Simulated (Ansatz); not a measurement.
# Response to strain in AlN

Consider AlN in the wurtzite structure (space group P6_3mc, No. 186; a = 3.1138 Å, c = 4.9833 Å).

Strains are applied to the cell and any free atomic positions relax.

All numbers come from PBEsol/PAW in Ansatz (a program for electronic structure), scalar-relativistic without spin-orbit coupling.

Notes on the quantities. energy relative to the base: free energy F.

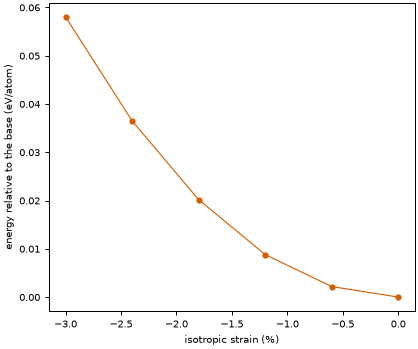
Energy relative to the base against isotropic strain

```csv
isotropic strain (%),energy relative to the base
-3,+58 meV/atom
-2.4,+37 meV/atom
-1.8,+20 meV/atom
-1.2,+8.8 meV/atom
-0.6,+2.2 meV/atom
```

Whether these cells are dynamically stable was not tested.
